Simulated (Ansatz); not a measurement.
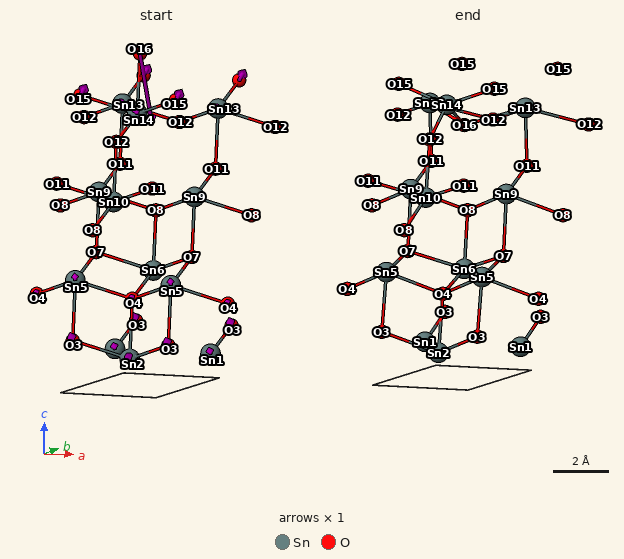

The structure of a slab of composition SnO (cut from the P4/nmm phase) before (left) and after (right) a relaxation, at one scale. The purple arrows give the displacements, at their true length.

Style: ball-and-stick. Shown: the cell of the calculation, outlined in the plane, without the vacuum (origin shifted), slightly off an axis.

Case: (1 0 1) slab, atoms relaxed. The slab is the (1 0 1) face of SnO.

These are results of DFT r2SCAN, scalar-relativistic, plane waves, PAW in Ansatz 0.2.0, not measurements.

The input:
```yaml
crystal:
  lattice:
    - [3.8080256436, 0.0, 0.0]
    - [0.0, 6.2327129512, 0.0]
    - [0.0, 0.0, 26.3577059173]
  atoms:
    - { symbol: Sn, position: [0.5, 0.8543110619, 0.2845467668] }
    - { symbol: Sn, position: [0.0, 0.3323335604, 0.2885576222] }
    - { symbol: O, position: [0.5, 0.1866446223, 0.3151455971] }
    - { symbol: O, position: [0.0, 0.3732892445, 0.3723324022] }
    - { symbol: Sn, position: [0.5, 0.2276003064, 0.3989203771] }
    - { symbol: Sn, position: [0.0, 0.7056228049, 0.4029312325] }
    - { symbol: O, position: [0.5, 0.5599338668, 0.4295192074] }
    - { symbol: O, position: [0.0, 0.7465784891, 0.4867060126] }
    - { symbol: Sn, position: [0.5, 0.600889551, 0.5132939874] }
    - { symbol: Sn, position: [0.0, 0.0789120494, 0.5173048428] }
    - { symbol: O, position: [0.5, 0.9332231113, 0.5438928177] }
    - { symbol: O, position: [0.0, 0.1198677336, 0.6010796229] }
    - { symbol: Sn, position: [0.5, 0.9741787955, 0.6276675978] }
    - { symbol: Sn, position: [0.0, 0.452201294, 0.6316784531] }
    - { symbol: O, position: [0.5, 0.3065123559, 0.658266428] }
    - { symbol: O, position: [0.0, 0.4931569782, 0.7154532332] }
basis:
  ecutwfc: 500
kpoints:
  mp_grid: { grid: [9, 6, 1] }
hamiltonian:
  xc: r2scan
scf:
  occupations: { method: gaussian, width: 0.05 }
output:
  forces: true
  eigenvalues: true
  write_density: true
  write_potential: true
  elf: true
  volumetric_format: npy
relax:
  adjacent_minimum: "off"
  f_tol: 0.02
  max_steps: 60
efield:
  axis: 3
  dipole_correction: true
  ramp_width: 0.04
```

Launched with:
```bash
ansatz run input.yaml --threads 2 --pin off --max-ram 5120MiB --backend cpu --events-out ev --progress --plain --runs-dir out
```

Question: Describe what moved and what it gained.

Answer: Over 21 accepted moves (22 points after the start) the energy falls by 4.425 eV per cell of the calculation. Largest force component: 3.8 eV/Å at the start, 0.016 eV/Å at the end. 1 step only repeated the SCF at the same geometry. The atom that moves furthest relative to the layer's centre is O16 (3.06 Å at 23° to the normal (−c side)). Largest moves by element: O 3.06 Å, Sn 0.47 Å. The lattice vectors keep their values. Among the contacts that change: Sn13–O16 4.239 → 2.385 Å, Sn13–O15 2.223 → 3.346 Å, O12–Sn13 2.223 → 2.537 Å, Sn14–O16 2.223 → 1.976 Å. New bonds form, among them: Sn13–O16 (4.24 → 2.38 Å). Bonds break, among them: Sn13–O15 (2.22 → 3.35 Å). Bond angles that change, for instance: O12–Sn14–O15 74.6° → 100.3°, O15–Sn14–O15 117.9° → 139.9°, Sn14–O15–Sn14 117.9° → 139.9°. The run may lie on a higher electronic state than the lowest, so the end point isn't shown to be the ground-state structure. Cost: 22 min on 2 threads of AMD EPYC 9R45 96-Core Processor (Zen 5) (shared host), peak memory 3.2 GiB.
